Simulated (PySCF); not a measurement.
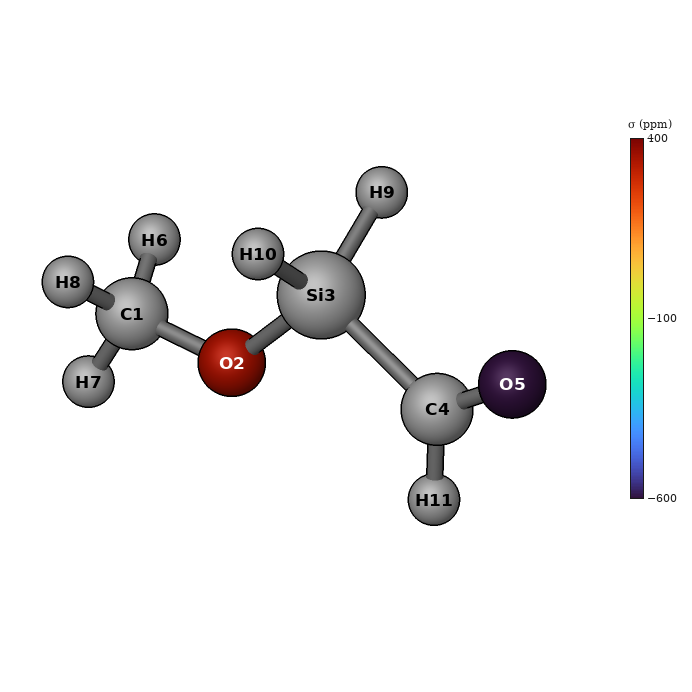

Atoms are coloured by their isotropic NMR shieldings (O only, the others grey). The computed structure is the end point of a PBE0-D3(BJ)/def2-SVP optimisation. No frequency run is at hand to confirm it as a minimum. Method: GIAO PBE0/6-31G NMR shielding, non-relativistic, gas phase (PySCF 2.14.0).

Give the isotropic NMR shieldings of the O atoms atom by atom.

| atom | σ (ppm) |
| --- | --- |
| O2 | 350.3 |
| O5 | −599.9 |
